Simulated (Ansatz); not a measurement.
# SnH3Cl (SnClH3) at 6 levels

We compute a comparison of 6 runs (CAM-B3LYP/STO-3G, PBE/STO-3G, revPBE/STO-3G, wB97X/STO-3G, MP2/STO-3G, CCSDTQ/STO-3G) of SnH3Cl (SnClH3). 

Program for the calculation: Ansatz 0.2.0.

58 further runs of the same task are left out: 6 that didn't finish, 52 set aside as unsound or not needed.

## 1. Starting point

The species is SnH3Cl (5 atoms), meant as a singlet with charge 0. SMILES: `[H][Sn]([H])([H])[Cl]`. The H5–Sn1 distance was set to 4.184 Å, away from the relaxed value. At this shape a bond of the SMILES string is far longer than usual.

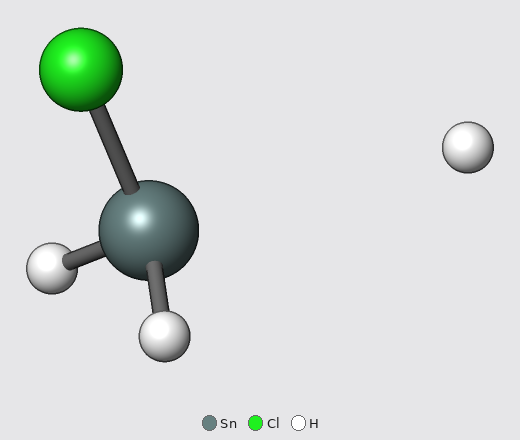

Viewed from a chosen angle; tin teal, chlorine green, hydrogen white.

## 2. The energy at CAM-B3LYP/STO-3G (run 1)

in.yaml reads:

```yaml
crystal:
  periodic: [false, false, false]
  atoms:
    - {symbol: Sn, position_ang: [1.192741, 2.061642, 0.653552]}
    - {symbol: Cl, position_ang: [1.204321, 2.041492, 2.934132]}
    - {symbol: H, position_ang: [2.779401, 2.071722, 0.121032]}
    - {symbol: H, position_ang: [0.389731, 3.441242, 0.149042]}
    - {symbol: H, position_ang: [-0.795190, -1.373000, -0.673310]}
basis:
  gaussian:
    orbitals: STO-3G
accuracy: high
total_charge: 0
hamiltonian:
  xc: {name: CAM-B3LYP}
```

The run is started by

```bash
ansatz run in.yaml --threads 1 --pin off --max-ram 2610MiB --events-out events.jsonl --progress --plain --runs-dir runs
```

What it wrote:

```text
Warning: RAYON_NUM_THREADS=1 ignored (pool sized by the plan → 1); use --threads N
Functional definition: CAM-B3LYP
  name "CAM-B3LYP"
  parameter alpha = 0.19
  parameter beta = 0.46
  parameter omega = 0.33/bohr
  parameter ac = 0.81
  exchange = (1 - alpha - beta)*b88_x + beta*b88_x_sr(omega) + alpha*exact_x + beta*exact_x_lr(omega)
  correlation = (1 - ac)*vwn5_c + ac*lyp_c
701 factors; integrals over basis functions are off by at most 4.9e-9 eV
172 factors; integrals over basis functions are off by at most 8.7e-10 eV
mean field evaluation 1: about -174750.2303 eV, gradient 1.5e1 eV
mean field evaluation 2: about -174748.7444 eV, gradient 1.4e1 eV
mean field evaluation 4: about -174758.5329 eV, gradient 4.0e0 eV
mean field evaluation 8: about -174758.6168 eV, gradient 6.9e-1 eV
mean field evaluation 16: about -174758.6203 eV, gradient 2.5e-8 eV
mean field -174758.62027919 eV, -6422.2608396130 hartree, gradient 2.5e-8 eV, S^2 0.000000; 0 other end points of the search recorded, 0 dependent functions left out
reference -174758.62029512 eV, -6422.2608401983 hartree; 35, 35 occupied and 4, 4 virtual orbitals, 701 factors
Total energy: -174758.62029512 eV, -6422.2608401983 hartree
```

Wall time 2.8 s (1 thread of Arm Neoverse V1, shared host); peak memory 0.14 GiB.

## 3. The energy at PBE/STO-3G (run 2)

job.yaml reads:

```yaml
crystal:
  periodic: [false, false, false]
  atoms:
    - symbol: Sn
      position_ang: [1.192741, 2.061642, 0.653552]
    - symbol: Cl
      position_ang: [1.204321, 2.041492, 2.934132]
    - symbol: H
      position_ang: [2.779401, 2.071722, 0.121032]
    - symbol: H
      position_ang: [0.389731, 3.441242, 0.149042]
    - symbol: H
      position_ang: [-0.795190, -1.373000, -0.673310]
basis:
  gaussian:
    orbitals: STO-3G
hamiltonian:
  xc: pbe
accuracy: high
```

The run is started by

```bash
ansatz run job.yaml --threads 1 --pin off --max-ram 2610MiB --events-out events.jsonl --progress --plain --runs-dir runs
```

What it wrote:

```text
Warning: RAYON_NUM_THREADS=1 ignored (pool sized by the plan → 1); use --threads N
Functional definition: PBE
  name "PBE"
  parameter kappa = 0.804
  parameter beta = 0.06672455060314922
  exchange = pbe_x(kappa = kappa, mu = beta*pi^2/3)
  correlation = pbe_c(beta = beta)
701 factors; integrals over basis functions are off by at most 4.9e-9 eV
mean field evaluation 1: about -174722.4337 eV, gradient 2.0e1 eV
mean field evaluation 2: about -174718.9269 eV, gradient 2.6e1 eV
mean field evaluation 4: about -174724.0717 eV, gradient 8.0e0 eV
mean field evaluation 8: about -174724.1992 eV, gradient 7.9e0 eV
mean field evaluation 16: about -174732.8320 eV, gradient 2.9e-8 eV
mean field -174732.83198137 eV, -6421.3131371478 hartree, gradient 3.3e-8 eV, S^2 0.000000; 1 other end points of the search recorded, 0 dependent functions left out
reference -174732.83198352 eV, -6421.3131372270 hartree; 35, 35 occupied and 4, 4 virtual orbitals, 701 factors
Total energy: -174732.83198352 eV, -6421.3131372270 hartree
```

Wall time 4.2 s (1 thread of Arm Neoverse V1, shared host); peak memory 0.11 GiB.

Runs 3 to 4 aren't shown in full; the table further down has their settings and results.

## 4. A single-point energy at MP2/STO-3G (run 5)

Edit in.yaml of step 2 so:

```diff
@@ -11,5 +11,5 @@
     orbitals: STO-3G
+correlation:
+  method: mp2
+  frozen_orbitals: {Cl: 5, H: 0, Sn: 18}
 accuracy: high
-total_charge: 0
-hamiltonian:
-  xc: {name: CAM-B3LYP}
```

The run is started by

```bash
ansatz run in.yaml --threads 1 --pin off --max-ram 2610MiB --events-out events.jsonl --progress --plain --runs-dir runs
```

What it wrote (excerpt; [...] marks lines left out):

```text
Warning: RAYON_NUM_THREADS=1 ignored (pool sized by the plan → 1); use --threads N
Functional definition: HF
  name "HF"
[...]
701 factors; integrals over basis functions are off by at most 4.9e-9 eV
[...]
mean field -174679.24873822 eV, -6419.3439892821 hartree, gradient 4.4e-9 eV, S^2 0.000000; 1 other end points of the search recorded, 0 dependent functions left out; unrestricted orbitals would lower it
[...]
unrestricted determinant -174684.74760013 eV, -6419.5460687302 hartree, S^2 1.0008
23 core orbitals not correlated: weight in the atoms' cores, before any rotation towards them, 1.000 or more for the frozen orbitals, at most 0.000 for the correlated occupied ones
reference -174679.24873822 eV, -6419.3439892821 hartree; 12, 12 occupied and 4, 4 virtual orbitals, 701 factors
second order -4.82720253 eV of doubles, -0.00000000 eV of singles
WARN: the method's energy lies above the unrestricted determinant's, so it is not that of the lowest state
Total energy: -174684.07594075 eV, -6419.5213857032 hartree
```

Wall time 1.1 s (1 thread of Arm Neoverse V1, shared host); peak memory 0.12 GiB.

## 5. The energy at CCSDTQ/STO-3G (run 6)

input.yaml reads:

```yaml
crystal:
  periodic: [false, false, false]
  atoms:
    - {symbol: Sn, position_ang: [1.192741, 2.061642, 0.653552]}
    - {symbol: Cl, position_ang: [1.204321, 2.041492, 2.934132]}
    - {symbol: H, position_ang: [2.779401, 2.071722, 0.121032]}
    - {symbol: H, position_ang: [0.389731, 3.441242, 0.149042]}
    - {symbol: H, position_ang: [-0.795190, -1.373000, -0.673310]}
basis:
  gaussian: {orbitals: STO-3G}
total_charge: 0
correlation: {method: ccsdtq, frozen_orbitals: {Cl: 5, H: 0, Sn: 18}}
accuracy: high
scf: {omitted_lower_state_checks: [cluster_reference, increment]}
```

The run is started by

```bash
ansatz run input.yaml --threads 1 --pin off --max-ram 2610MiB --events-out events.jsonl --progress --plain --runs-dir runs
```

What it wrote:

```text
Warning: RAYON_NUM_THREADS=1 ignored (pool sized by the plan → 1); use --threads N
[... 12 lines left out ...]
23 core orbitals not correlated: weight in the atoms' cores, before any rotation towards them, 1.000 or more for the frozen orbitals, at most 0.000 for the correlated occupied ones
[... 31 lines left out ...]
WARN: these amplitudes may be one of several solutions (largest doubles amplitude 0.94, level shift 13.04 eV)
Total energy: -174685.95326704 eV, -6419.5903761719 hartree
Checks for a lower state left out: cluster_reference, increment
```

Wall time 22 s (1 thread of Arm Neoverse V1, shared host); peak memory 0.28 GiB.

## 6. Overview of the runs

```csv
run,level,frozen core orbitals,energy (Eh),wall time
1,CAM-B3LYP/STO-3G,–,-6422.260840,2.8 s
2,PBE/STO-3G,–,-6421.313137,4.2 s
3,revPBE/STO-3G,–,-6421.710016,4.2 s
4,wB97X/STO-3G,–,-6422.240194,9.3 s
5,MP2/STO-3G,23,-6419.521386,1.1 s
6,CCSDTQ/STO-3G,23,-6419.590376,22 s
```

## 7. Outcome

```
                                           quantity           value
                                run 6: total energy  -6419.59038 Eh
run 6: correlation energy (23 core orbitals frozen)      -246.4 mEh
                               run 6: T1 diagnostic           0.022
```

What this shows: Totals of different functionals can't be ranked against each other. In runs 5, 6 the log says that unrestricted orbitals would lower the reference, so the values rest on an unstable closed-shell determinant (other closed-shell runs at this shape may share the fault). In runs 1, 2, 3, 4, 5, 6 the basis is minimal, so the values are rough. In runs 1, 2, 3, 4, 5 a closed-shell determinant meets a far-stretched bond, which it describes badly. In runs 1, 2, 3, 4, 5, 6 relativity is left out where basis or elements ask for it. All runs together took 43 s, the longest 22 s.
